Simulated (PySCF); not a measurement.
# C2H10AlNO: NMR shifts at several levels of theory

Aim: compute the NMR shifts of C2H10AlNO (`CC[O][AlH2-][NH3+]`) at several levels, and see how far they spread and what each costs.

Computed with PySCF 2.14.0, with density-fitted response routines of our own, on a single molecule in the gas phase. Atoms are numbered from 0 throughout.

### Step 1. The molecule as given

15 atoms, charge 0, multiplicity 1; geometry from: GFN2-xTB. The atoms were then displaced at random by about 0.01 Å, so the start is not that level's minimum.

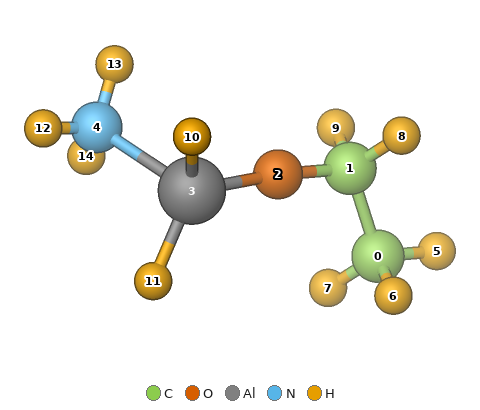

The starting geometry (carbon green, oxygen orange, aluminium grey, nitrogen blue, hydrogen amber), atoms numbered.

### Step 2. Optimising the geometry at PBE0-D3(BJ)/def2-SVP

What the job is given:

```
{"job": {"xc": "PBE0", "basis": "def2-SVP", "d3": "d3bj", "grid": 1, "shake": 0.01, "kind": "geom"}, "charge": 0, "multiplicity": 1}
C     -2.277070    -0.671020    -0.632510
C     -1.526910    -0.147160     0.573520
O     -0.310860     0.384650     0.198710
Al     1.130850     1.063220    -0.398000
N      2.549420    -0.145090     0.495750
H     -3.258600    -1.053050    -0.330010
H     -2.454450     0.174600    -1.328130
H     -1.708010    -1.407920    -1.154710
H     -2.108800     0.635010     1.111020
H     -1.364420    -0.976040     1.288860
H      1.513790     2.414360     0.237270
H      1.459810     0.739130    -1.863900
H      3.453490     0.212090     0.275630
H      2.423510    -0.136020     1.523870
H      2.462920    -1.104140     0.168020
```

Command:

```bash
> OMP_NUM_THREADS=1 python probes_run.py task.json out
```

This one command runs all jobs of the session in turn.

Standard output:

```text
step   0  E = -454.10523399  max force = 0.029618
step   1  E = -454.10885671  max force = 0.008081
step   2  E = -454.10986986  max force = 0.003653
step   3  E = -454.11069893  max force = 0.003717
step   4  E = -454.11113748  max force = 0.003917
step   5  E = -454.11171573  max force = 0.004119
step   6  E = -454.11219167  max force = 0.003689
step   7  E = -454.11275827  max force = 0.003257
step   8  E = -454.11320581  max force = 0.002558
step   9  E = -454.11374795  max force = 0.002279
step  10  E = -454.11383696  max force = 0.001359
step  11  E = -454.11386349  max force = 0.000623
step  12  E = -454.11387468  max force = 0.000581
step  13  E = -454.11388824  max force = 0.000536
step  14  E = -454.11396175  max force = 0.000935
step  15  E = -454.11399019  max force = 0.000582
step  16  E = -454.11402139  max force = 0.000221
step  17  E = -454.11403100  max force = 0.000403
optimisation converged
```

Run time: 97 s. Hardware: 1 thread of Arm Neoverse V1, shared host; peak memory 0.51 GiB.

Step by step:

```
step  energy from step 0 (eV)  largest force component (eV/Å)
   0                   0.0000                          1.5230
   1                  -0.0986                          0.4155
   2                  -0.1261                          0.1878
   3                  -0.1487                          0.1911
   4                  -0.1606                          0.2014
   5                  -0.1764                          0.2118
   6                  -0.1893                          0.1897
   7                  -0.2047                          0.1675
   8                  -0.2169                          0.1315
   9                  -0.2317                          0.1172
  10                  -0.2341                          0.0699
  11                  -0.2348                          0.0320
  12                  -0.2351                          0.0299
  13                  -0.2355                          0.0276
  14                  -0.2375                          0.0481
  15                  -0.2383                          0.0299
  16                  -0.2391                          0.0114
  17                  -0.2394                          0.0207
```

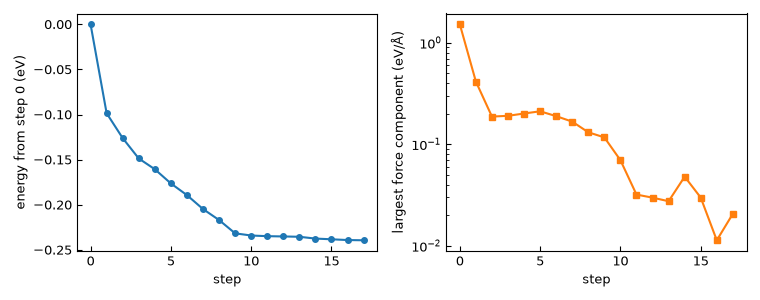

Energy and force, step by step.

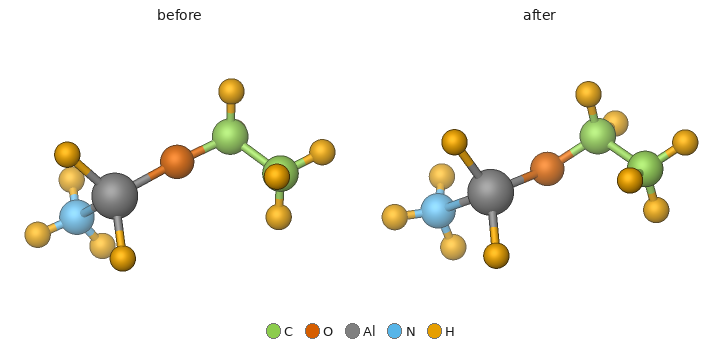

Before and after, at one scale.

Distances of close pairs at the start and the end, largest changes first:

```
   bond  before (Å)  after (Å)  change (Å)
Al3–H11       1.537      1.604      +0.067
Al3–H10       1.541      1.606      +0.065
 O2–Al3       1.701      1.742      +0.041
  C0–H7       1.067      1.101      +0.034
 N4–H12       0.997      1.020      +0.023
 Al3–N4       2.067      2.047      -0.019
 N4–H13       1.036      1.022      -0.014
  C0–H6       1.109      1.102      -0.007
```

The final coordinates are the input of the step that follows.

```
                         at the end point                value
  point group (found at 0.08 Å tolerance)                   C1
rotational constants (GHz, main isotopes)  8.852, 1.749, 1.608
                        dipole moment (D)                 4.82
```

### Step 3. Shielding tensors: PBE0/6-31G*

What the job is given:

```
{"job": {"kind": "nmr", "xc": "PBE0", "basis": "6-31G*", "pop": true}, "charge": 0, "multiplicity": 1}
C     -2.254096    -0.558936    -0.671768
C     -1.457126    -0.301932     0.595914
O     -0.090528    -0.252897     0.371802
Al     0.996451     0.883284    -0.379099
N      2.623581     0.015606     0.510194
H     -3.333318    -0.626846    -0.460481
H     -2.100848     0.250978    -1.403890
H     -1.932229    -1.500048    -1.143942
H     -1.823840     0.634859     1.067811
H     -1.676020    -1.108391     1.323717
H      1.015516     2.369994     0.227718
H      1.345344     0.676877    -1.931019
H      3.488922     0.555552     0.491262
H      2.371259    -0.161844     1.484164
H      2.808728    -0.891586     0.079484
```

Level: GIAO PBE0/6-31G* NMR shielding, non-relativistic, gas phase.

Standard output:

```text
coarse grid: 12144 points
cycle   1  E = -454.2350985668  dE =  1.678e-01  |g| = 7.666e-01  |ddm| = 3.068e+00
cycle   2  E = -454.0092846050  dE =  2.258e-01  |g| = 1.302e+00  |ddm| = 2.065e+00
cycle   3  E = -454.3561887406  dE = -3.469e-01  |g| = 1.245e-01  |ddm| = 1.503e+00
cycle   4  E = -454.3590331628  dE = -2.844e-03  |g| = 5.336e-02  |ddm| = 1.367e-01
cycle   5  E = -454.3596906866  dE = -6.575e-04  |g| = 8.290e-03  |ddm| = 4.566e-02
cycle   6  E = -454.3597064637  dE = -1.578e-05  |g| = 2.488e-03  |ddm| = 8.028e-03
cycle   7  E = -454.3597078383  dE = -1.375e-06  |g| = 4.628e-04  |ddm| = 2.061e-03
final grid: 110232 points
cycle   8  E = -454.3077451380  dE = -1.657e-05  |g| = 9.201e-03  |ddm| = 1.581e-02
cycle   9  E = -454.3077307850  dE =  1.435e-05  |g| = 1.267e-02  |ddm| = 1.566e-02
cycle  10  E = -454.3077635091  dE = -3.272e-05  |g| = 1.207e-03  |ddm| = 9.174e-03
cycle  11  E = -454.3077638242  dE = -3.151e-07  |g| = 1.217e-04  |ddm| = 1.193e-03
cycle  12  E = -454.3077638270  dE = -2.840e-09  |g| = 4.679e-05  |ddm| = 1.351e-04
cycle  13  E = -454.3077638274  dE = -4.085e-10  |g| = 1.866e-05  |ddm| = 4.554e-05
converged SCF energy = -454.3077638274

GIAO shielding tensors (ppm)
atom      isotropic    diamagn.    paramagn.     s11        s22        s33       span
  0 C      170.103     249.013     -78.910    152.525    166.985    190.799     38.274
  1 C      136.187     236.979    -100.792    109.791    122.956    175.814     66.023
  2 O      285.492     392.324    -106.833    238.733    286.973    330.769     92.036
  3 Al     488.860     797.977    -309.116    446.912    506.612    513.056     66.144
  4 N      239.120     322.765     -83.645    231.151    235.139    251.070     19.918
  5 H       31.146      29.193       1.953     27.788     28.546     37.103      9.315
  6 H       30.921      30.189       0.733     27.727     29.905     35.132      7.405
  7 H       30.667      29.852       0.815     27.770     29.219     35.013      7.244
  8 H       27.944      28.920      -0.976     23.077     28.009     32.744      9.667
  9 H       28.276      28.918      -0.642     23.044     28.608     33.175     10.132
 10 H       27.154      30.234      -3.081     24.129     25.075     32.258      8.129
 11 H       27.181      30.539      -3.358     24.049     25.375     32.120      8.071
 12 H       30.851      28.081       2.770     25.469     25.843     41.240     15.772
 13 H       30.556      29.599       0.957     24.735     28.164     38.769     14.034
 14 H       30.460      29.600       0.861     24.950     27.254     39.177     14.227
```

Wall time 8.4 s (1 thread of Arm Neoverse V1, shared host); peak memory 0.54 GiB.

Shifts follow as δ = σ(reference) − σ, with reference shieldings (ppm) from runs at the same level and on the same kind of geometry: ¹H TMS 31.96, ¹³C TMS 194.1, ¹⁵N NH3 259.4, ¹⁷O H2O 324.2, ²⁷Al AlH4- 535.8. The references are single molecules in the gas phase, so shifts against H2O, NH3, PH3, H3PO4 or CFCl3 are not on the usual liquid scales and can be off by tens of ppm. Shifts against hydride references such as AlH4− lie on their own scale. Atoms listed in one row are averaged.

```
        atoms                                     environment  σ (ppm)  δ (ppm)
           C1                             sp3 CH2 bonded to O    136.2     58.0
           C0                                   methyl carbon    170.1     24.0
     H10, H11         hydrogen on an aluminium bonded to N, O    27.17     4.80
       H8, H9              hydrogen on an sp3 CH2 bonded to O    28.11     3.85
H12, H13, H14  hydrogen on a donor nitrogen of a Lewis adduct    30.62     1.34
   H5, H6, H7                     hydrogen on a methyl carbon    30.91     1.05
           O2                          oxygen bonded to C, Al    285.5     38.7
          Al3                   aluminium bonded to N, O, 2 H    488.9     46.9
           N4                donor nitrogen of a Lewis adduct    239.1     20.3
```

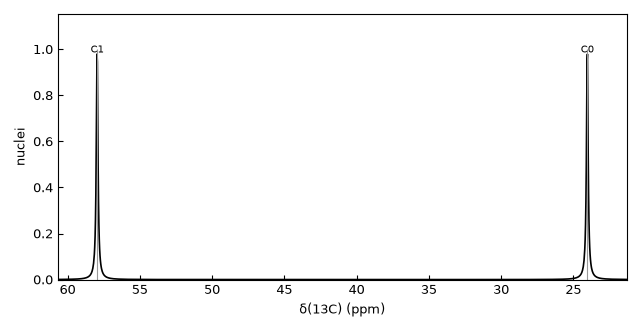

¹³C lines at the computed shifts, without couplings. Lines are broadened to a width of 0.14 ppm (Lorentzian).

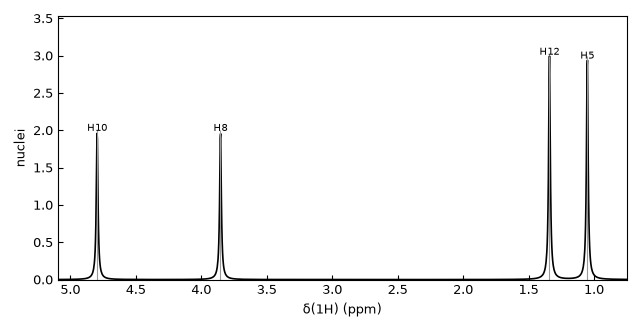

¹H lines at the computed shifts, without couplings. Lines are broadened to a width of 0.01 ppm (Lorentzian).

Charges from the same density, by scheme (e):

| atoms | Mulliken | IAO | Hirshfeld | ESP fit |
| --- | --- | --- | --- | --- |
| C0 | -0.54 | -0.42 | -0.11 | -0.34 |
| C1 | -0.03 | -0.02 | 0.01 | 0.40 |
| O2 | -0.64 | -0.69 | -0.33 | -0.60 |
| Al3 | 0.51 | 0.74 | 0.33 | 0.72 |
| N4 | -0.97 | -0.62 | -0.13 | -0.78 |

Hirshfeld charges:

C0 -0.11; C1 0.01; O2 -0.33; Al3 0.33; N4 -0.13; H5 0.03; H6 0.04; H7 0.03; H8 0.02; H9 0.02; H10 -0.20; H11 -0.20; H12 0.16; H13 0.16; H14 0.16

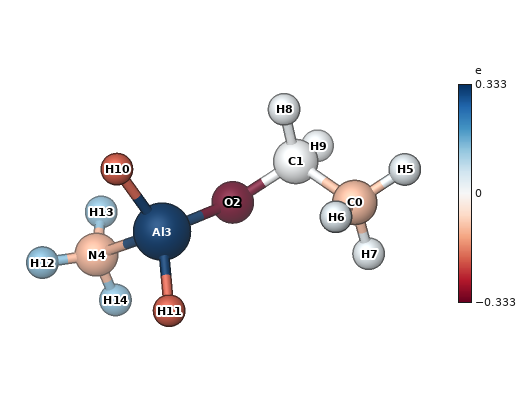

Hirshfeld charges, as colours on the atoms.

Mayer bond orders: C0–C1 0.99, C1–O2 0.96, O2–Al3 0.88, Al3–N4 0.41.

### Step 4. Shielding tensors: PBE0/6-311+G(2d,p)

Same as in step 3 but for these lines:

```diff
@@ -1,2 +1,2 @@
-{"job": {"kind": "nmr", "xc": "PBE0", "basis": "6-31G*", "pop": true}, "charge": 0, "multiplicity": 1}
+{"job": {"kind": "nmr", "xc": "PBE0", "basis": "6-311+G(2d,p)", "pop": true}, "charge": 0, "multiplicity": 1}
 C     -2.254096    -0.558936    -0.671768
```

Level: GIAO PBE0/6-311+G(2d,p) NMR shielding, non-relativistic, gas phase.

Standard output:

```text
coarse grid: 12144 points
cycle   1  E = -454.2838672866  dE =  1.604e-01  |g| = 8.057e-01  |ddm| = 2.832e+00
cycle   2  E = -453.9817133535  dE =  3.022e-01  |g| = 1.467e+00  |ddm| = 5.083e+00
cycle   3  E = -454.4094461542  dE = -4.277e-01  |g| = 1.457e-01  |ddm| = 4.646e+00
cycle   4  E = -454.4129979959  dE = -3.552e-03  |g| = 6.615e-02  |ddm| = 1.386e-01
cycle   5  E = -454.4139336861  dE = -9.357e-04  |g| = 1.076e-02  |ddm| = 5.521e-02
cycle   6  E = -454.4139568460  dE = -2.316e-05  |g| = 3.132e-03  |ddm| = 1.162e-02
cycle   7  E = -454.4139587840  dE = -1.938e-06  |g| = 7.572e-04  |ddm| = 2.741e-03
final grid: 110232 points
cycle   8  E = -454.4114915885  dE = -4.452e-05  |g| = 1.001e-02  |ddm| = 4.641e-02
cycle   9  E = -454.4114714211  dE =  2.017e-05  |g| = 1.450e-02  |ddm| = 1.392e-02
cycle  10  E = -454.4115100312  dE = -3.861e-05  |g| = 1.522e-03  |ddm| = 9.430e-03
cycle  11  E = -454.4115104879  dE = -4.567e-07  |g| = 2.536e-04  |ddm| = 1.519e-03
cycle  12  E = -454.4115105013  dE = -1.336e-08  |g| = 5.514e-05  |ddm| = 2.715e-04
cycle  13  E = -454.4115105018  dE = -5.034e-10  |g| = 2.360e-05  |ddm| = 5.143e-05
converged SCF energy = -454.4115105018

GIAO shielding tensors (ppm)
atom      isotropic    diamagn.    paramagn.     s11        s22        s33       span
  0 C      162.940     244.104     -81.164    144.883    159.237    184.699     39.816
  1 C      125.672     235.980    -110.307     98.292    110.824    167.902     69.611
  2 O      271.118     411.280    -140.162    229.241    269.184    314.929     85.688
  3 Al     445.166     791.640    -346.474    398.378    457.280    479.841     81.462
  4 N      233.474     323.361     -89.887    225.245    229.409    245.768     20.523
  5 H       30.501      29.196       1.306     27.135     27.645     36.723      9.589
  6 H       30.488      29.757       0.730     27.496     29.331     34.636      7.139
  7 H       30.238      29.667       0.571     27.550     28.551     34.614      7.064
  8 H       27.491      29.339      -1.848     22.646     27.539     32.288      9.642
  9 H       27.772      29.981      -2.209     22.592     27.926     32.798     10.206
 10 H       27.042      29.267      -2.225     24.343     25.034     31.748      7.405
 11 H       27.037      29.277      -2.240     24.127     25.357     31.629      7.502
 12 H       30.194      28.976       1.218     24.911     25.299     40.371     15.460
 13 H       29.790      31.856      -2.066     24.167     27.226     37.976     13.809
 14 H       29.765      31.600      -1.835     24.429     26.406     38.460     14.032
```

It took 22 s on 1 thread of Arm Neoverse V1, shared host; peak memory 0.95 GiB.

In short: δ C1 60.8, C0 23.5, O2 55.4, Al3 47.3, H10 4.47, H8 3.88 ppm (means over like atoms).

### Step 5. Shielding tensors: PBE0/def2-SVP

Same as in step 4 but for these lines:

```diff
@@ -1,2 +1,2 @@
-{"job": {"kind": "nmr", "xc": "PBE0", "basis": "6-311+G(2d,p)", "pop": true}, "charge": 0, "multiplicity": 1}
+{"job": {"kind": "nmr", "xc": "PBE0", "basis": "def2-SVP", "pop": true}, "charge": 0, "multiplicity": 1}
 C     -2.254096    -0.558936    -0.671768
```

Level: GIAO PBE0/def2-SVP NMR shielding, non-relativistic, gas phase.

Standard output:

```text
coarse grid: 12144 points
cycle   1  E = -453.9237993459  dE =  1.338e-01  |g| = 7.485e-01  |ddm| = 3.473e+00
cycle   2  E = -453.7038897264  dE =  2.199e-01  |g| = 1.284e+00  |ddm| = 2.404e+00
cycle   3  E = -454.0392143892  dE = -3.353e-01  |g| = 1.168e-01  |ddm| = 1.801e+00
cycle   4  E = -454.0416927805  dE = -2.478e-03  |g| = 5.193e-02  |ddm| = 1.398e-01
cycle   5  E = -454.0423141426  dE = -6.214e-04  |g| = 8.206e-03  |ddm| = 4.665e-02
cycle   6  E = -454.0423294589  dE = -1.532e-05  |g| = 2.459e-03  |ddm| = 8.202e-03
cycle   7  E = -454.0423307789  dE = -1.320e-06  |g| = 4.692e-04  |ddm| = 2.195e-03
final grid: 110232 points
cycle   8  E = -454.1053306905  dE = -1.883e-05  |g| = 9.446e-03  |ddm| = 1.904e-02
cycle   9  E = -454.1053134864  dE =  1.720e-05  |g| = 1.338e-02  |ddm| = 1.723e-02
cycle  10  E = -454.1053493261  dE = -3.584e-05  |g| = 1.221e-03  |ddm| = 1.072e-02
cycle  11  E = -454.1053496563  dE = -3.302e-07  |g| = 1.145e-04  |ddm| = 1.391e-03
cycle  12  E = -454.1053496587  dE = -2.410e-09  |g| = 4.280e-05  |ddm| = 1.241e-04
cycle  13  E = -454.1053496591  dE = -3.599e-10  |g| = 1.648e-05  |ddm| = 4.537e-05
converged SCF energy = -454.1053496591

GIAO shielding tensors (ppm)
atom      isotropic    diamagn.    paramagn.     s11        s22        s33       span
  0 C      170.724     246.824     -76.100    153.614    167.703    190.855     37.242
  1 C      136.300     238.809    -102.509    109.669    122.358    176.873     67.204
  2 O      287.678     396.850    -109.173    241.040    292.694    329.299     88.260
  3 Al     482.822     797.658    -314.836    439.131    494.776    514.559     75.428
  4 N      239.667     310.657     -70.990    231.281    236.441    251.278     19.997
  5 H       30.546      27.635       2.911     27.086     27.664     36.887      9.801
  6 H       30.438      31.103      -0.665     27.307     29.301     34.708      7.401
  7 H       30.118      30.341      -0.224     27.220     28.357     34.775      7.555
  8 H       27.521      29.798      -2.277     22.655     27.400     32.508      9.853
  9 H       27.716      29.196      -1.480     22.393     27.669     33.087     10.694
 10 H       27.141      30.656      -3.516     24.336     25.123     31.963      7.628
 11 H       27.158      31.036      -3.879     24.243     25.385     31.845      7.603
 12 H       29.916      27.683       2.233     24.463     24.797     40.487     16.024
 13 H       29.532      30.233      -0.702     23.672     26.816     38.108     14.436
 14 H       29.464      30.055      -0.591     23.958     25.919     38.515     14.557
```

Wall time 10 s (1 thread of Arm Neoverse V1, shared host); peak memory 0.64 GiB.

Key values: δ C1 57.4, C0 23.0, O2 55.4, Al3 33.3, H10 4.19, H8 3.72 ppm (means over like atoms).

### Step 6. Shielding tensors: PBE0/def2-TZVP

Same as in step 5 but for these lines:

```diff
@@ -1,2 +1,2 @@
-{"job": {"kind": "nmr", "xc": "PBE0", "basis": "def2-SVP", "pop": true}, "charge": 0, "multiplicity": 1}
+{"job": {"kind": "nmr", "xc": "PBE0", "basis": "def2-TZVP", "pop": true}, "charge": 0, "multiplicity": 1}
 C     -2.254096    -0.558936    -0.671768
```

With the program's defaults for keys left out, this is: GIAO PBE0/def2-TZVP NMR shielding, non-relativistic, gas phase.

Standard output:

```text
coarse grid: 12144 points
cycle   1  E = -454.3099439545  dE =  1.549e-01  |g| = 8.115e-01  |ddm| = 2.557e+00
cycle   2  E = -454.0260390426  dE =  2.839e-01  |g| = 1.448e+00  |ddm| = 2.570e+00
cycle   3  E = -454.4369243421  dE = -4.109e-01  |g| = 1.428e-01  |ddm| = 2.133e+00
cycle   4  E = -454.4403457906  dE = -3.421e-03  |g| = 6.439e-02  |ddm| = 1.112e-01
cycle   5  E = -454.4412305446  dE = -8.848e-04  |g| = 1.044e-02  |ddm| = 4.053e-02
cycle   6  E = -454.4412529064  dE = -2.236e-05  |g| = 2.992e-03  |ddm| = 8.159e-03
cycle   7  E = -454.4412546673  dE = -1.761e-06  |g| = 7.416e-04  |ddm| = 2.179e-03
final grid: 110232 points
cycle   8  E = -454.4310559974  dE = -5.262e-05  |g| = 9.710e-03  |ddm| = 3.323e-02
cycle   9  E = -454.4310384511  dE =  1.755e-05  |g| = 1.380e-02  |ddm| = 1.193e-02
cycle  10  E = -454.4310738632  dE = -3.541e-05  |g| = 1.440e-03  |ddm| = 7.571e-03
cycle  11  E = -454.4310742629  dE = -3.997e-07  |g| = 2.415e-04  |ddm| = 1.274e-03
cycle  12  E = -454.4310742747  dE = -1.172e-08  |g| = 5.421e-05  |ddm| = 2.069e-04
cycle  13  E = -454.4310742752  dE = -4.974e-10  |g| = 2.285e-05  |ddm| = 4.445e-05
converged SCF energy = -454.4310742752

GIAO shielding tensors (ppm)
atom      isotropic    diamagn.    paramagn.     s11        s22        s33       span
  0 C      162.452     245.781     -83.328    144.531    158.371    184.454     39.923
  1 C      124.698     237.379    -112.682     96.863    109.867    167.363     70.500
  2 O      269.929     388.300    -118.371    224.947    270.938    313.902     88.955
  3 Al     444.729     800.543    -355.813    396.298    458.071    479.818     83.519
  4 N      232.949     308.555     -75.606    224.886    229.235    244.727     19.841
  5 H       30.470      29.024       1.446     27.154     27.608     36.647      9.492
  6 H       30.441      30.226       0.215     27.468     29.267     34.587      7.119
  7 H       30.233      29.775       0.457     27.573     28.584     34.542      6.969
  8 H       27.486      29.666      -2.181     22.712     27.530     32.215      9.502
  9 H       27.764      29.482      -1.718     22.617     27.959     32.715     10.099
 10 H       27.014      30.421      -3.407     24.303     24.994     31.746      7.444
 11 H       27.027      30.762      -3.735     24.101     25.347     31.634      7.533
 12 H       30.119      27.296       2.823     24.797     25.222     40.339     15.543
 13 H       29.758      28.998       0.760     24.133     27.182     37.960     13.827
 14 H       29.714      28.973       0.740     24.355     26.359     38.427     14.072
```

It took 25 s on 1 thread of Arm Neoverse V1, shared host; peak memory 0.97 GiB.

This run: δ C1 62.0, C0 24.2, O2 62.6, Al3 43.7, H10 4.46, H8 3.86 ppm (means over like atoms).

(Part 1 of 2 ends here.)
